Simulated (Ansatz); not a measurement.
Starting cell, SiC (zinc blende):

```yaml
crystal:
  lattice:
    - [0.00000, 2.18988, 2.18988]
    - [2.18988, 0.00000, 2.18988]
    - [2.18988, 2.18988, 0.00000]
  atoms:
    - { symbol: C, position: [0.75000, 0.75000, 0.75000] }
    - { symbol: Si, position: [0.00000, 0.00000, 0.00000] }
```

In each cell atom 1 (C, nearest neighbour Si at 1.896 Å; its periodic images, 3.1 Å or more away, move with it) moves by s·(-0.577, -0.577, 0.577) (towards the nearest neighbour), the rest being held.

The numbers are results of PBE (plane waves to 420 eV, PAW, scalar-relativistic; Ansatz, a first-principles code), not measurements. k mesh 10×10×10 (Γ-centred), Fermi-Dirac smearing 0.05 eV. Energies are smeared free energies. SiC was relaxed with its symmetry unable to fall. The zero of ΔE is the undisplaced structure.

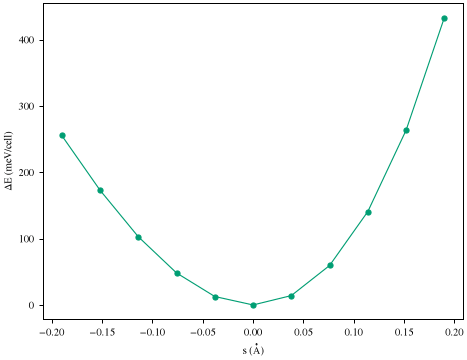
Fig. 1. ΔE (meV/cell) against s (Å); one marker a computed point.

Is the energy the same for displacements of ±0.190 Å, and if not, which side lies higher?

Not even: the positive side lies higher at ±0.190 Å.

What is the energy change at s = 0.190 Å?

About 430 meV/cell.

(For displaced atoms, the force is minus the slope of the energy, and its curvature is a force constant, which sets phonon frequencies.)
